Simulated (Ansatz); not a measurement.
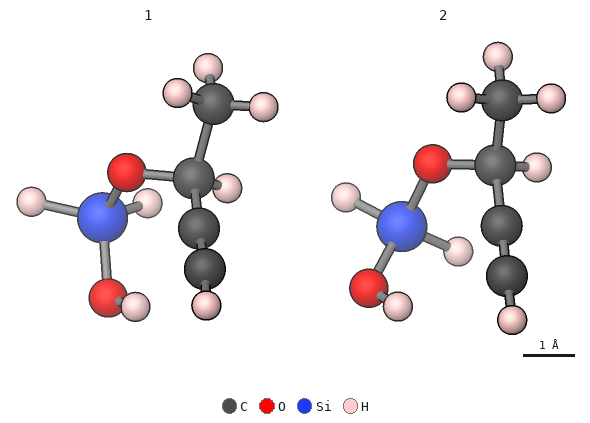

Two geometries of C₄H₈O₂Si, drawn at one scale. One is the start of a relaxation, the other its converged end. A ball-and-stick model, seen from a free direction.

Theory: Ansatz 0.2.0, RKS B3LYP-D4/def2-SVP. Settings: no spin polarisation; force threshold 0.015 eV/Å; at most 40 steps.

Q: Which one is relaxed?

A: Structure 2 is the relaxed one. The run prepares an end point of a later path (torsion) calculation, from a guessed geometry. Over 17 accepted moves (19 points after the start) the energy falls by 11.6 kcal/mol. Largest force component: 3.3 eV/Å at the start, 0.012 eV/Å at the end. The line search rejected the trial steps at points 10, 12 of the run. The largest move after the best rigid fit is that of an H atom, 1.08 Å. Largest moves by element: H 1.08 Å, O 0.92 Å, C 0.57 Å, Si 0.20 Å. Near-neighbour distances that change, for instance: C–C 1.634 → 1.527 Å, C–H 1.035 → 1.109 Å, C–H 1.015 → 1.074 Å, C–H 1.062 → 1.100 Å. Bond angles that change, for instance: C–O–Si 119.1° → 125.0°, C–C–H 111.9° → 106.9°, H–C–H 113.9° → 109.2°. Groups turn about C–O by about 35°, O–Si by about 35°.
